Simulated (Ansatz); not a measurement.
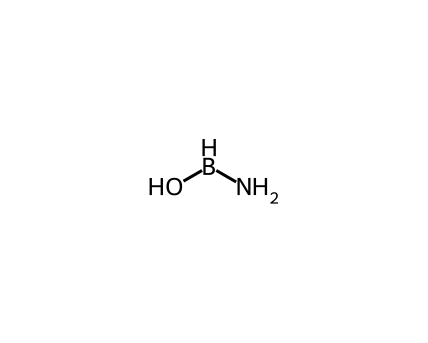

2D structure.

Transcribe the drawing into SMILES.

Answer. NBO

Give the formula, hydrogens included.

Answer. BH4NO.

An optimisation with PBE0-D4/def2-TZVP gave a structure of which point group?

Answer. Cs.

The parts below concern this one geometry. Atoms keep their numbers from picture to picture. Computed geometry: PBE0-D4/def2-TZVP optimisation.

### Shape

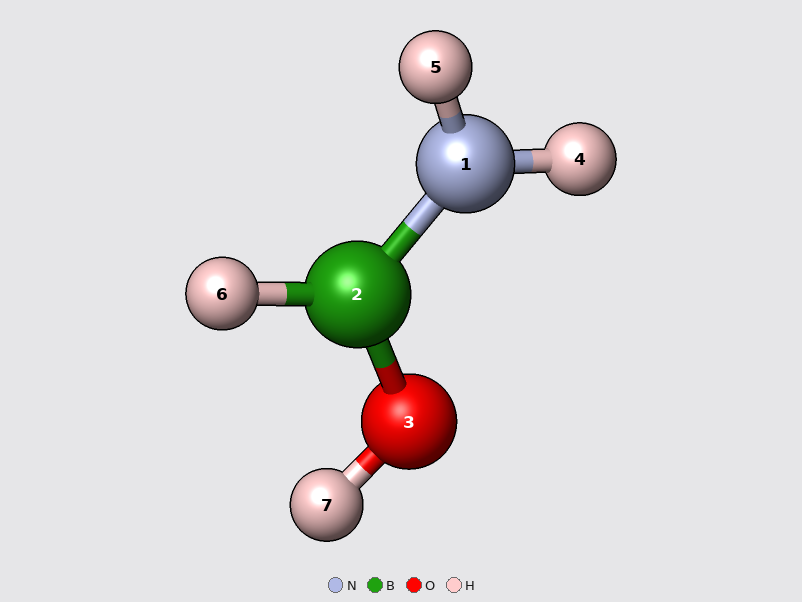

The atoms are numbered.

How are the neighbours of atom 2 arranged?

Answer. B2 has 3 neighbours (N1 at 1.40, O3 at 1.37, H6 at 1.20 Å); the arrangement is trigonal planar.

What is the geometry at N1?

Answer. N1 has 3 neighbours (B2 at 1.40, H4 at 1.01, H5 at 1.00 Å); the arrangement is trigonal planar.

Describe the coordination of atom 3.

Answer. O3 has 2 neighbours (B2 at 1.37, H7 at 0.96 Å); the arrangement is bent.

### Dipole moment

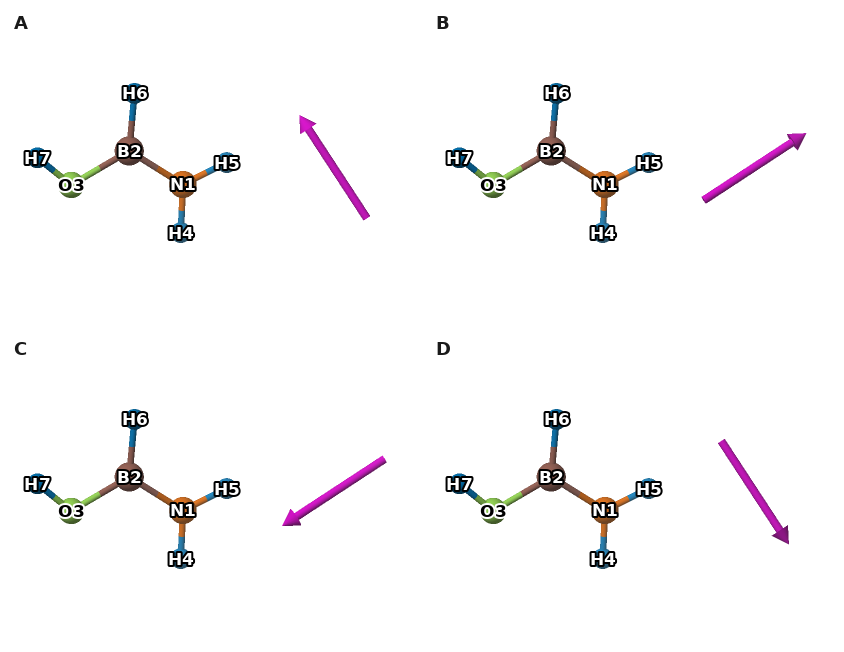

The same molecule four times, each with an arrow. Method: RKS B3LYP-D4/def2-TZVPP (Ansatz 0.2.0).

Which arrow points along the dipole moment, from the negative to the positive end?

Answer. B. The dipole moment is 0.63 D; it points from the side of H7 to the side of H5 (the outermost atoms at the two ends).

### Thermal motion

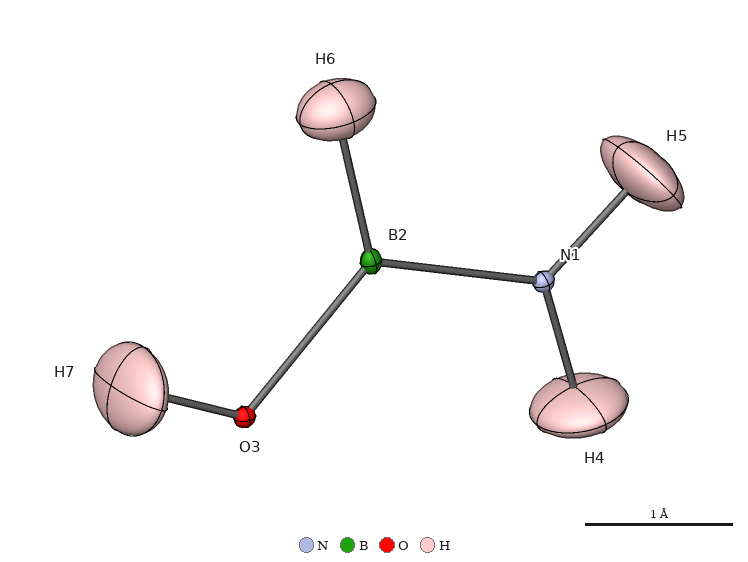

Displacement ellipsoids at the 50 % level, enlarged 1.5 times, from the internal vibrations of the free molecule (harmonic, no overall translation or rotation; no half-axis is drawn under 0.075 Å). Vibrations computed with RKS PBE0-D4/def2-TZVP (Ansatz 0.2.0). Temperature: 298 K.

List U_eq and the three principal root-mean-square amplitudes for each kind of atom.

```tsv
atom	U_eq (Å²)	rms amplitudes (Å)
N1	0.00072	0.018, 0.027, 0.033
B2	0.0011	0.028, 0.031, 0.040
O3	0.00057	0.017, 0.018, 0.034
H4	0.0175	0.067, 0.142, 0.167
H5	0.0196	0.072, 0.127, 0.194
H6	0.0113	0.086, 0.109, 0.121
H7	0.0194	0.070, 0.131, 0.190
```

### Charges

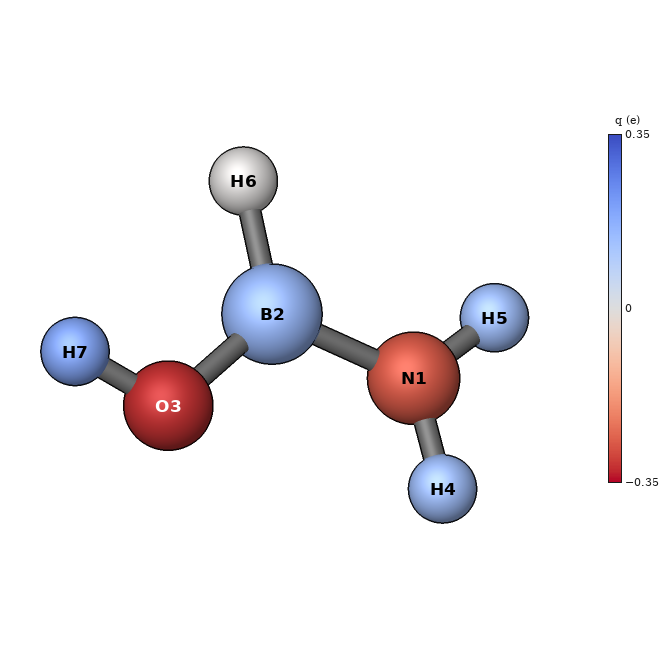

Atoms are coloured by their Mulliken charges. Level of theory: RKS ωB97M-V/def2-TZVPP (Ansatz 0.2.0).

List the Mulliken charges.

```tsv
atom	value (e)
N1	−0.27
B2	0.14
O3	−0.32
H4	0.13
H5	0.13
H6	0.00
H7	0.19
```

Mulliken values depend strongly on the basis set and can even reverse the polarity of a bond.
